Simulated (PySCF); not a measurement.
BCl

```xyz
2

B     0.0000    0.0000   -1.3082
Cl    0.0000    0.0000    0.4118
```

All numbers below come from PBE0/def2-TZVP, non-relativistic Hamiltonian with scalar-relativistic core potentials where named, at a bond length of 1.720 Å (PySCF).

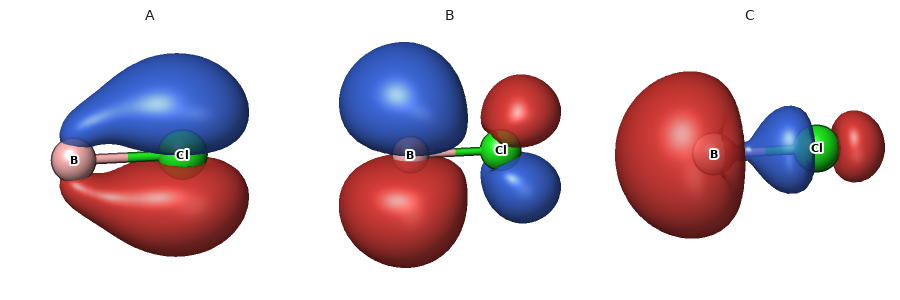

Figure 1. Three frontier orbitals, each drawn at the value that holds 80 % of its norm (red and blue are the two phases), in no order; of a degenerate pair one member is drawn.

> Name the orbitals and rank them from lowest to highest energy.

Orbital A: π, occupied, −11.05 eV; mainly on Cl (85 %).
Orbital C: σ, occupied, −7.47 eV; mainly on B (85 %).
Orbital B: π, empty, −1.90 eV; mainly on B (80 %).

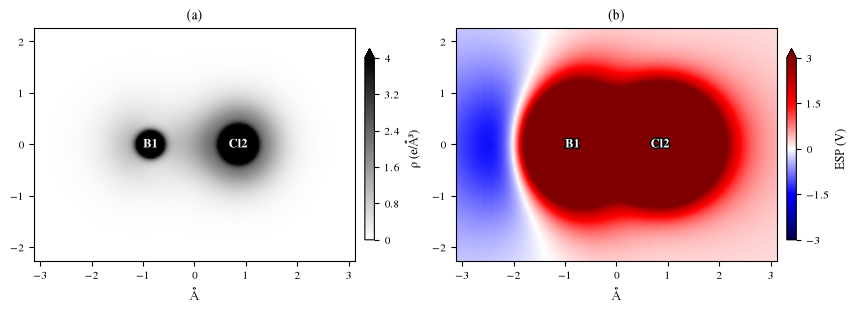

Figure 2. (a) total electron density; (b) molecular electrostatic potential on a plane that holds the molecular axis.

> What does the map show?

- Atoms in the plane: B and Cl.
- B–Cl (1.72 Å): ρ at the midpoint is about 1.5 e/Å³.
- Outside the dense part of the molecule the potential is most negative (−1.4 V) near Cl2.

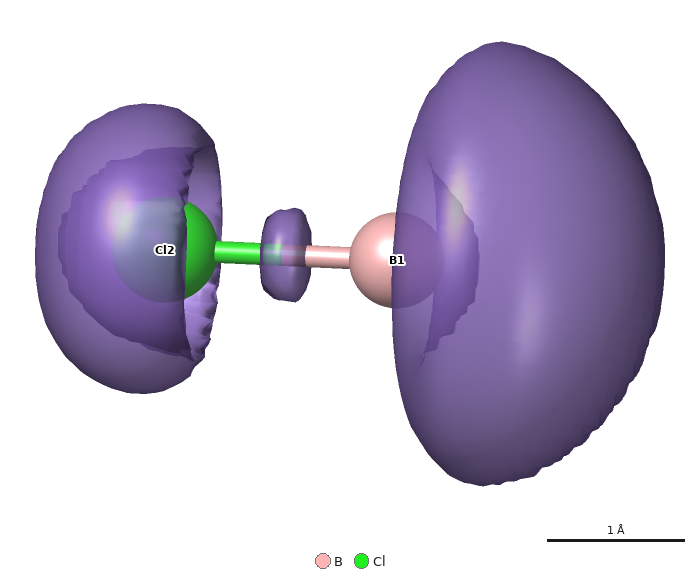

Figure 3. Isosurface of the ELF at 0.85 (purple), seen from one side. Only the valence region is drawn (cores and ρ < 0.01 e/Å³ removed).

> What do the ELF domains correspond to?

The surface consists of one region between bonded B–Cl atoms (shared pairs), one ring or bowl of non-bonding electrons around Cl and one lobe on B, pointing away from the bonds (lone pairs). Profiles from the grid: B–Cl (1.72 Å): the ELF peaks at about 0.90 between the atoms (a polar covalent bond).
